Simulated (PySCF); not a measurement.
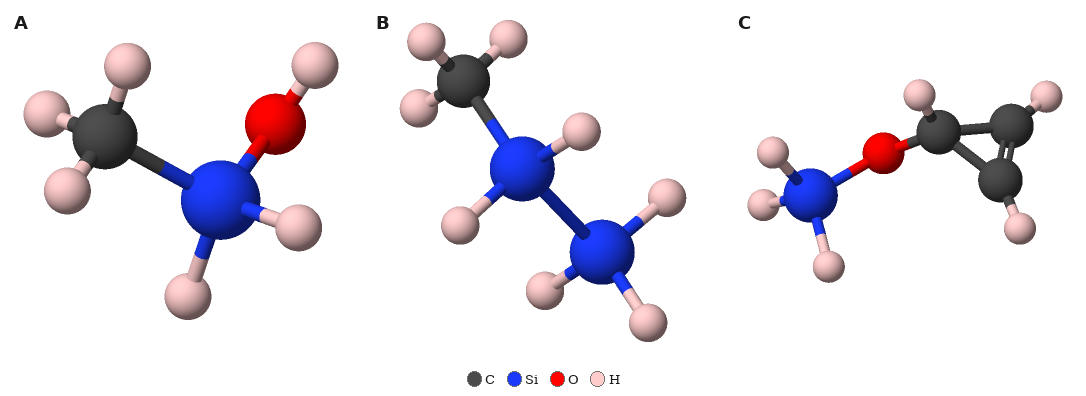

Figure made from data computed with PySCF.

```xyz
11
charge 0, multiplicity 1
Si    1.4925    0.1743   -0.7024
O     0.1452    0.3573    0.2610
C    -1.0787   -0.2687   -0.0178
C    -1.9814   -0.5660    1.1084
C    -1.3882   -1.5949    0.5674
H     1.2040    0.5896   -2.1121
H     2.5518    1.0434   -0.1236
H     1.9565   -1.2493   -0.7242
H    -1.4722    0.0295   -1.0046
H    -2.6307   -0.1544    1.8779
H    -1.1871   -2.6640    0.5610
```

Which panel shows the molecule in this file?

Answer. C. The file holds C3H6OSi, `[SiH3]OC1C=C1`.
